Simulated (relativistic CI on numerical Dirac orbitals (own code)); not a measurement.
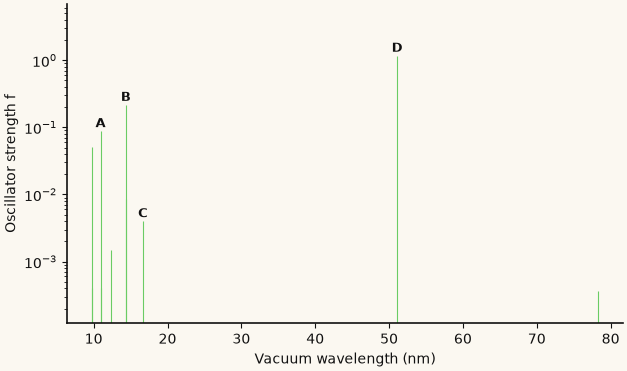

The plot shows absorption lines from the lowest level (oscillator strengths f) for K⁷⁺. Method of calculation: Dirac CI, KLI exchange-only orbitals, Breit term, model QED, unscaled Slater integrals.

### Give upper and lower level, position and strength of each lettered line.

A: 3s 5p ¹P°₁ ← 3s² ¹S₀, 10.93 nm, f = 0.088; B: 3s 4p ¹P°₁ ← 3s² ¹S₀, 14.37 nm, f = 0.22; C: 3p 3d ¹P°₁ ← 3s² ¹S₀, 16.70 nm, f = 0.0040; D: 3s 3p ¹P°₁ ← 3s² ¹S₀, 51.10 nm, f = 1.2. The strongest, D, lies in the extreme ultraviolet region.

Limits of the model: configurations can be misplaced by up to about 7 % of their energy; only a limited list of configurations is included, so lower levels can be missing; only lines among the lowest 85 of 86 levels are drawn.
